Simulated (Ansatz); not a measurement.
Converging shifted k-point meshes: AlAu (P4mm, 2 atoms in the cell)

```xyz
2
Lattice="3.2143 0.0000 0.0000 0.0000 3.2143 0.0000 0.0000 0.0000 3.2143" Properties=species:S:1:pos:R:3 pbc="T T T"
Al     0.0000     0.0000     0.0500
Au     1.6071     1.6071     1.6071
```

Method: LDA (PW92), default PAW files made with PBE (plane waves; Ansatz, an electronic-structure program).

Base settings: basis.ecutwfc = 420 eV; kpoints.mp_grid.grid = 10 10 10; hamiltonian.xc = lda; hamiltonian.pseudopotentials = {kind: paw} (the program's default PAW files); scf.occupations.method = gaussian; scf.occupations.width = 0.1 eV.

In this ladder: kpoints.mp_grid.shift = 0.5 0.5 0.5.

Only quantities that move along the ladder and can be compared are tabulated.

The count of work is k-points × plane waves × bands × iterations; it is no time. Core times come from one kind of shared machine, to one figure; runs under 30 s give none.

The starting cell comes from a database of computed structures (which also holds hypothetical and non-ambient phases and stackings), without a prior relaxation at this level. Its lattice was rescaled by up to half a per cent. One atom was moved a little off its site on purpose. In the base run, with a pressure of about -7 GPa the cell is away from its equilibrium volume at this level. Ansatz's pressure includes its estimate of the finite-basis (Pulay) stress.

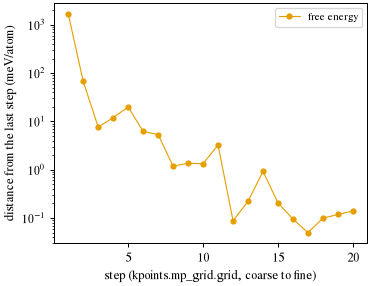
Figure. Distance from the last step along the ladder; very small values are drawn at a floor.

```tsv
kpoints.mp_grid.grid	free energy less the last step's (meV/atom)	pressure (GPa)	largest difference of a force vector from the last step's (eV/Å)	count of work / last	core time / last (rough)
2 2 2	1687.29	21.69	0.347	0.00045	–
3 3 3	-67.63	-3.65	0.015	0.0023	–
4 4 4	7.62	-5.34	0.013	0.0023	–
5 5 5	-11.96	-8.98	0.010	0.0069	–
6 6 6	19.92	-6.93	0.005	0.0069	–
7 7 7	6.21	-7.07	0.006	0.015	–
8 8 8	-5.34	-7.00	0.001	0.015	–
9 9 9	1.18	-7.05	0.008	0.029	–
10 10 10	-1.36	-7.16	0.006	0.029	–
11 11 11	1.33	-6.89	0.000	0.048	–
12 12 12	3.24	-6.70	0.000	0.048	–
13 13 13	0.09	-6.76	0.001	0.075	–
15 15 15	-0.22	-6.74	0.001	0.11	–
16 16 16	-0.92	-6.84	0.002	0.11	–
18 18 18	-0.21	-6.89	0.000	0.16	–
20 20 20	-0.10	-6.84	0.000	0.21	–
22 22 22	0.00	-6.89	0.000	0.28	0.2
25 25 25	-0.10	-6.83	0.000	0.45	0.5
27 27 27	-0.12	-6.86	0.000	0.57	0.5
30 30 30	-0.14	-6.85	0.000	0.69	0.6
33 33 33	0.00	-6.85	0.000	1.0	1
```

Coarsest kpoints.mp_grid.grid that holds the free energy within 1 meV/atom of the last step, with all finer ones: 13 13 13, at 0.075 of the last step's count of work; the step before is off by 3.2 meV/atom.

Coarsest kpoints.mp_grid.grid that holds the forces within 0.02 eV/Å of the last step, with all finer ones: 3 3 3, at 0.0023 of the last step's count of work; the step before is off by 0.35 eV/Å.

Coarsest kpoints.mp_grid.grid that holds the pressure within 0.5 GPa of the last step, with all finer ones: 6 6 6, at 0.0069 of the last step's count of work; the step before is off by 2.1 GPa.

Keys are those of Ansatz 0.2.
